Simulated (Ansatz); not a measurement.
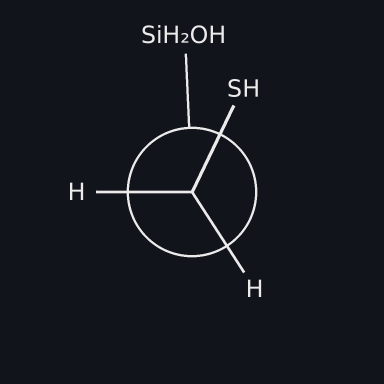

A Newman projection along the Si–O bond, silicon in front; angles are drawn as computed, but eclipsed bonds slightly apart. The computed structure is the end point of a PBE0-D4/def2-TZVP optimisation. No frequency run is at hand to confirm it as a minimum.

Which molecule is it?

Answer. H6O2SSi2, O[SiH2]O[SiH2]S

What is the torsion angle from the front SH to the back SiH2OH? The sign is positive where the front bond must turn clockwise to cover the back bond.

Answer. −28°, synperiplanar.
